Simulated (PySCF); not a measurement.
# One shape, several levels: C5H10O (tetrahydropyran)

Aim: a comparison of 4 runs (B3LYP/6-31G*, M06-L/6-31G*, TPSS/6-31G*, CCSD(T)/6-31G*) of C5H10O (tetrahydropyran). Input form: a Python script.

The calculation is run with PySCF 2.14.0.

## (1) The system as given

C5H10O has 16 atoms, charge 0, and is taken as a singlet. SMILES: `C1CCOCC1`. Geometry: relaxed at GFN2-xTB. The six-membered ring is boat-like, not the chair, which as a rule lies lower.

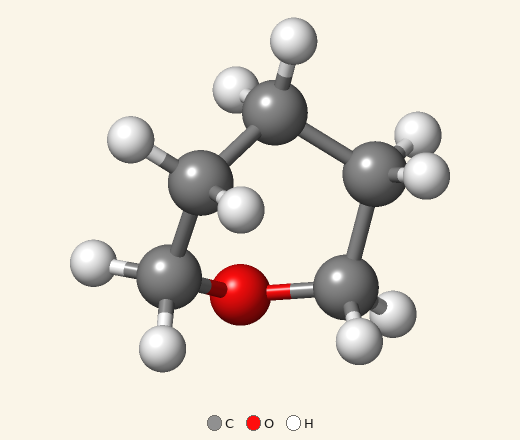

The structure, seen from a chosen angle (carbon grey, oxygen red, hydrogen white).

## (2) A single-point energy at B3LYP/6-31G(d) (spherical functions) (run 1)

Contents of run.py:

```python
# tetrahydropyran
from pyscf import gto, dft

mol = gto.Mole()
mol.atom = [
    ('C', (-0.391190, 0.071760, 1.199520)),
    ('C', (1.062270, -0.083370, 0.762890)),
    ('C', (1.106490, -0.978310, -0.488020)),
    ('O', (-0.133160, -1.029750, -1.161370)),
    ('C', (-0.730380, 0.239550, -1.276140)),
    ('C', (-1.167800, 0.792700, 0.095370)),
    ('H', (-0.458360, 0.627600, 2.135120)),
    ('H', (-0.819220, -0.919820, 1.357390)),
    ('H', (1.475060, 0.902580, 0.539280)),
    ('H', (1.662470, -0.527480, 1.556710)),
    ('H', (1.323390, -2.014940, -0.220420)),
    ('H', (1.888990, -0.625340, -1.179120)),
    ('H', (-0.026980, 0.934020, -1.761060)),
    ('H', (-1.587240, 0.102440, -1.938540)),
    ('H', (-2.237390, 0.644250, 0.243000)),
    ('H', (-0.966960, 1.864120, 0.135390)),
]
mol.verbose = 3
mol.basis = '6-31g*'
mol.max_memory = 1860
mol.build()

calc0 = dft.RKS(mol, xc='b3lyp')
calc0.conv_tol = 1e-10
calc0.grids.level = 5
calc0.kernel()
if not calc0.converged:
    calc0 = calc0.newton().run(calc0.mo_coeff, calc0.mo_occ)

e_final = calc0.e_tot
print('E(%s) = %.9f' % ('B3LYP', e_final))
```

Run with:

```sh
OMP_NUM_THREADS=1 python run.py
```

Standard output:

```text
converged SCF energy = -271.755571357115
E(B3LYP) = -271.755571357
```

It took 36 s on 1 thread of Intel Xeon at 2.70GHz, shared host; peak memory 0.56 GiB.

## (3) A single-point energy at M06-L/6-31G(d) (spherical functions) (run 2)

Contents of run.py:

```python
from pyscf import gto, dft

mol = gto.M(
    atom='''
C     -0.391190     0.071760     1.199520
C      1.062270    -0.083370     0.762890
C      1.106490    -0.978310    -0.488020
O     -0.133160    -1.029750    -1.161370
C     -0.730380     0.239550    -1.276140
C     -1.167800     0.792700     0.095370
H     -0.458360     0.627600     2.135120
H     -0.819220    -0.919820     1.357390
H      1.475060     0.902580     0.539280
H      1.662470    -0.527480     1.556710
H      1.323390    -2.014940    -0.220420
H      1.888990    -0.625340    -1.179120
H     -0.026980     0.934020    -1.761060
H     -1.587240     0.102440    -1.938540
H     -2.237390     0.644250     0.243000
H     -0.966960     1.864120     0.135390
''',
    spin=0,
    max_memory=1860,
    basis='6-31g*',
    verbose=4,
)

calc0 = dft.RKS(mol)
calc0.xc = 'm06-l'
calc0.conv_tol = 1e-10
calc0.grids.level = 5
calc0.kernel()
if not calc0.converged:
    calc0 = calc0.newton().run(calc0.mo_coeff, calc0.mo_occ)

etot = calc0.e_tot
print(f'total energy: {etot:.8f} hartree')
```

Run with:

```sh
OMP_NUM_THREADS=1 python run.py
```

Standard output:

```text
PySCF version 2.14.0

[... 86 lines left out ...]
converged SCF energy = -271.709387122493
total energy: -271.70938712 hartree
```

Wall time 68 s (1 thread of Intel Xeon at 2.70GHz, shared host); peak memory 0.61 GiB.

Run 3 isn't shown in full; the table further down has it.

## (4) A single-point energy at CCSD(T)/6-31G(d) (spherical functions) (run 4)

Contents of run.py:

```python
from pyscf import gto, scf, cc

mol = gto.Mole()
mol.atom = '''
C       -0.391190       0.071760       1.199520
C        1.062270      -0.083370       0.762890
C        1.106490      -0.978310      -0.488020
O       -0.133160      -1.029750      -1.161370
C       -0.730380       0.239550      -1.276140
C       -1.167800       0.792700       0.095370
H       -0.458360       0.627600       2.135120
H       -0.819220      -0.919820       1.357390
H        1.475060       0.902580       0.539280
H        1.662470      -0.527480       1.556710
H        1.323390      -2.014940      -0.220420
H        1.888990      -0.625340      -1.179120
H       -0.026980       0.934020      -1.761060
H       -1.587240       0.102440      -1.938540
H       -2.237390       0.644250       0.243000
H       -0.966960       1.864120       0.135390
'''
mol.charge = 0
mol.verbose = 3
mol.max_memory = 1860
mol.basis = '6-31g*'
mol.spin = 0
mol.build()

mf = scf.RHF(mol)
mf.conv_tol = 1e-10
mf.kernel()
if not mf.converged:
    mf = mf.newton().run(mf.mo_coeff, mf.mo_occ)

mycc = cc.CCSD(mf, frozen=6)
mycc.kernel()
e_t = mycc.ccsd_t()
e_tot = mycc.e_tot + e_t
print('Final energy', e_tot)
```

Run with:

```sh
OMP_NUM_THREADS=1 python run.py
```

Standard output:

```text
converged SCF energy = -270.005765859502
E(CCSD) = -270.8848558695385  E_corr = -0.8790900100361464
CCSD(T) correction = -0.0256166845525458
Final energy -270.9104725540911
```

It took 92 s on 1 thread of Intel Xeon at 2.70GHz, shared host; peak memory 0.88 GiB.

## (5) All runs side by side

```csv
run,level,integration grid,frozen core orbitals,energy (Eh),dipole moment (D) of the reference,HOMO energy (eV),LUMO energy (eV),wall time
1,B3LYP/6-31G* (spherical functions),5,–,-271.755571,1.34,-6.53,2.18,36 s
2,M06-L/6-31G* (spherical functions),5,–,-271.709387,1.31,-5.60,2.01,68 s
3,TPSS/6-31G* (spherical functions),5,–,-271.798488,1.30,-5.31,1.80,74 s
4,CCSD(T)/6-31G* (spherical functions),–,6,-270.910473,1.59,-10.77,5.99,92 s
```

## (6) Outcome

| quantity | value |
| --- | --- |
| run 4: total energy | -270.91047 Eh |
| run 4: dipole moment (Hartree–Fock density) | 1.59 D |
| run 4: HOMO energy (Hartree–Fock orbitals) | -10.77 eV |
| run 4: LUMO energy (Hartree–Fock orbitals) | 5.99 eV |
| run 4: HOMO–LUMO gap (Hartree–Fock orbitals) | 16.75 eV |
| run 4: correlation energy (6 core orbitals frozen) | -904.7 mEh |
| run 4: (T) correction | -25.62 mEh |
| run 4: T1 diagnostic | 0.009 |

Over runs 1, 2, 3 the dipole moment (its size) runs from 1.30 D (TPSS/6-31G*) to 1.34 D (B3LYP/6-31G*). Over runs 1, 2, 3 the HOMO–LUMO gap runs from 7.12 eV (TPSS/6-31G*) to 8.71 eV (B3LYP/6-31G*). Totals of different functionals can't be ranked against each other. All runs together took 4.5 min, the longest 92 s.
